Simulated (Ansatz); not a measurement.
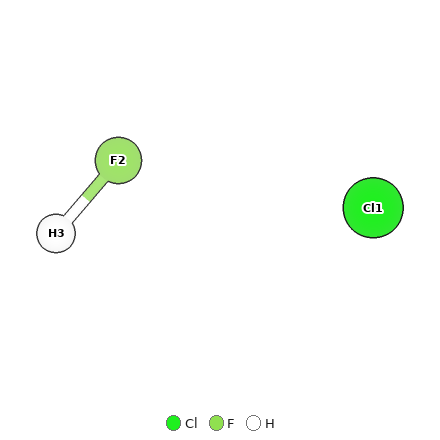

The system is Cl + FH, spin multiplicity 2; the picture shows the reference structure. Coordinates scanned: (1) distance Cl1–F2; (2) distance F2–H3. Nothing is relaxed (the angle Cl1–F2–H3 is fixed at 120 degrees). The grid has 10 × 10 points. At 26 points there is no value. Points are written as (first, second). All energies are given in kcal/mol relative to the lowest grid point. In part of the range the unrestricted reference is strongly spin-contaminated. These are results of Ansatz 0.2.0, UKS PBE-D4/aug-cc-pVTZ, not measurements.

Its coordinates:

```
atom    x (Å)   y (Å)   z (Å)
  Cl  -2.7390  0.0000  0.0000
   F   0.0000  0.0000  0.0000
   H   0.5055  0.8756  0.0000
```

Range: distance Cl1–F2 from 1.296 to 3.296 Å; distance F2–H3 from 0.728 to 2.728 Å.

Q: What will the energy surface look like?

A: The lowest grid point is at (2.739 Å, 1.011 Å). Other grid points that lie below all their neighbours: (1.775 Å, 1.909 Å) (73 kcal/mol higher). The highest grid point, (1.296 Å, 0.728 Å), lies 307 kcal/mol above the lowest.

```tsv
distance F2–H3 ↓, distance Cl1–F2 →	1.296	1.411	1.579	1.775	1.993	2.227	2.477	2.739	3.012	3.296
2.728	153	–	72	–	88	–	115	–	127	–
2.444	153	101	73	73	87	102	112	119	123	126
2.171	155	–	73	–	86	–	–	–	117	–
1.909	158	105	75	73	82	92	99	103	106	107
1.659	164	–	79	–	74	–	81	–	84	–
1.425	175	119	83	67	58	54	53	54	55	55
1.207	193	–	85	–	34	–	23	–	24	–
1.011	217	148	85	40	14	3	0	0	1	1
0.843	253	–	100	–	19	–	4	–	4	–
0.728	307	224	144	89	60	48	44	43	43	44
```

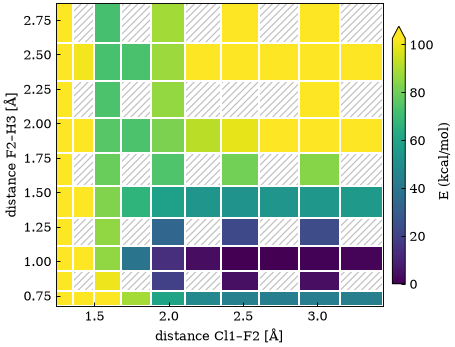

Drawn: one coloured cell a grid point, one colour for all values above the top of the scale, hatched blanks where no value was computed.

Each point was launched as `ansatz run input.yaml --threads 1 --pin off --max-ram 2560MiB --backend cpu --events-out ev --progress --plain --runs-dir out`. Time for the 74 points that were run: 14 min on 1 thread of Arm Neoverse V2, with other jobs on the host.
